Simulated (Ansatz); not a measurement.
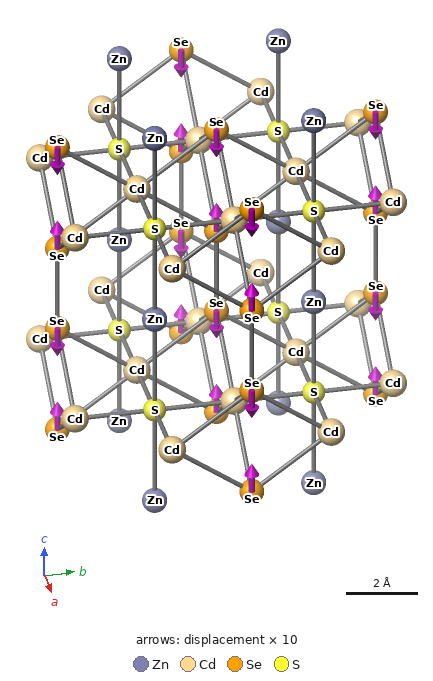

This is a relaxation of crystalline ZnCd₂Se₂S (a generated structure, set up in P4/mmm) (coarse preliminary run). The starting structure is drawn; purple arrows show the displacements (the part carried along by the change of the cell is left out), magnified 10 times.

A ball-and-stick model of the cell of the calculation, seen from a free direction.

Theory: DFT PBE, scalar-relativistic, plane waves, PAW (Ansatz 0.2.0). Set-up: plane-wave cutoff 420 eV; k-point mesh 4 × 4 × 4; occupations gaussian; smearing width 0.1 eV; no spin polarisation; cell and atoms relaxed; force threshold 0.04 eV/Å; at most 70 steps.

Q: Which element moves most?

A: Selenium: up to 0.091 Å, against 0.000 Å for cadmium.

Q: What did the optimiser do to the structure, and how much energy did it gain?

A: The largest moves relative to the cell, 0.091 Å, are those of Se atoms. Cd and S and Zn stay in place. The drawn cell changes as follows: a = b 4.611 → 5.193 Å (+12.6 %), c 5.919 → 5.593 Å (−5.5 %); the volume changes by +19.8 %. Near-neighbour distances that change, for instance: Se–Se 3.301 → 2.937 Å, Cd–S 2.306 → 2.596 Å, S–Zn 2.960 → 2.797 Å, Cd–Se 2.835 → 2.983 Å. Bond angles that change, for instance: Se–Cd–Se 108.8° → 121.0°, Cd–Se–Cd 108.8° → 121.0°, Se–Cd–Se 71.2° → 59.0°. The space group stays P4/mmm (No. 123). Over 5 accepted moves (7 points after the start) the energy falls by 318 meV per atom. The largest force component goes from 0.55 to 0.0098 eV/Å. Pressure: 15.71 GPa at the start and 0.01 GPa at the end. The SCF was repeated twice at an unchanged geometry on a basis and grid sized afresh for the cell, which shifted the energy by 2.4 meV per atom at most.
